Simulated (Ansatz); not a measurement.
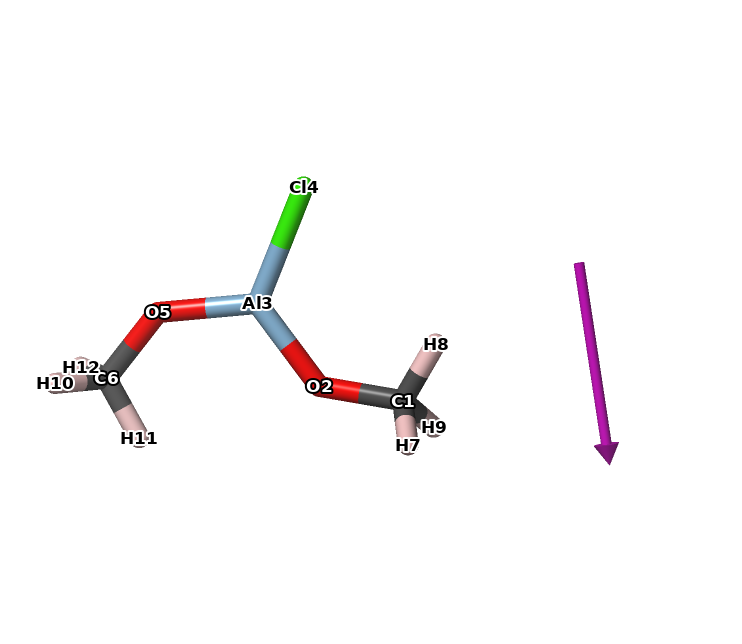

The arrow beside the molecule shows the direction of the dipole moment, from the negative to the positive end (its length means nothing). Computed geometry: PBE0-D4/def2-TZVP optimisation. No frequency run is at hand to confirm it as a minimum. Method: RKS PBE0-D4/def2-TZVP (Ansatz 0.2.0).

**How large is the dipole moment?**

1.79 D; it points from the side of Cl4 to the side of H7, H9 (the outermost atoms at the two ends).
